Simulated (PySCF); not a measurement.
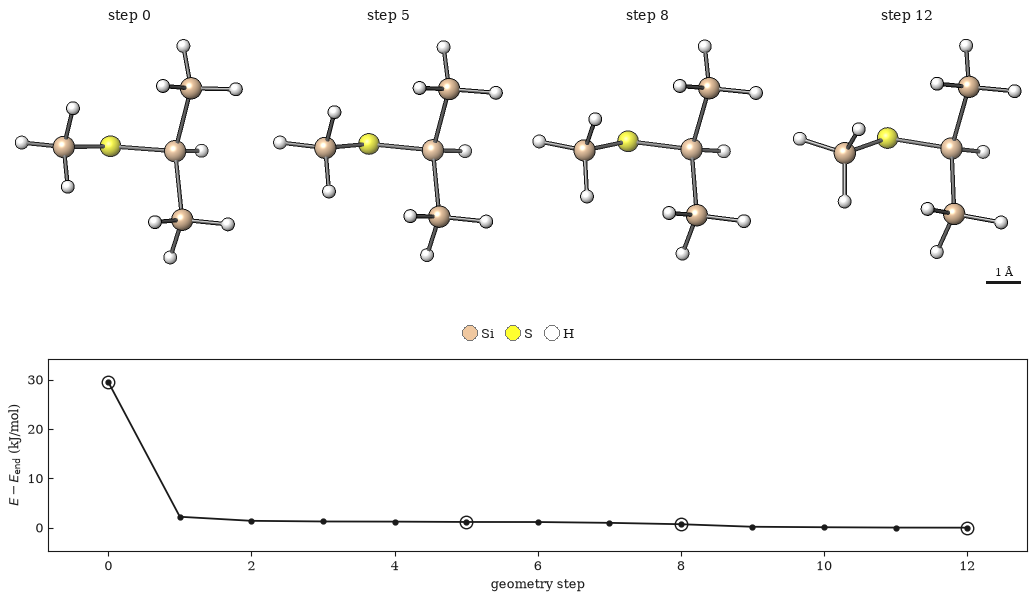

Frames of a relaxation of Si$_{4}$H$_{10}$S, marked on the history of the run. A ball-and-stick model, seen face on.

The start comes from GFN2-xTB. Its atoms were then displaced at random by about 0.01 Å.

These are results of PBE0-D3(BJ)/def2-SVP geometry optimisation, gas phase (PySCF 2.14.0, density-fitted response routines), not measurements. 

> Describe the path.

The largest move after the best rigid fit is that of an H atom, 0.78 Å. Largest moves by element: H 0.78 Å, S 0.26 Å, Si 0.25 Å. Near-neighbour distances that change, for instance: H–Si 1.422 → 1.494 Å, H–Si 1.448 → 1.494 Å, S–Si 2.125 → 2.148 Å, H–Si 1.474 → 1.494 Å. Bond angles that change, for instance: S–Si–H 97.5° → 104.9°, Si–Si–Si 117.8° → 111.3°, Si–S–Si 105.9° → 100.2°. After 12 geometry steps the energy has fallen by 29.5 kJ/mol. The run took 3.4 min on 1 thread of Arm Neoverse N1, on a shared host. From step 0 to 5: an H atom moves most (0.22 Å), energy −28.4 kJ/mol. From step 5 to 8: H atoms move most (0.24 Å), energy −0.46 kJ/mol. From step 8 to 12: an H atom moves most (0.35 Å), energy −0.70 kJ/mol.

```
step  E − E(0), kJ/mol
   0              0.00
   1            -27.30
   2            -28.12
   3            -28.26
   4            -28.29
   5            -28.36
   6            -28.37
   7            -28.53
   8            -28.81
   9            -29.33
  10            -29.42
  11            -29.49
  12            -29.51
```
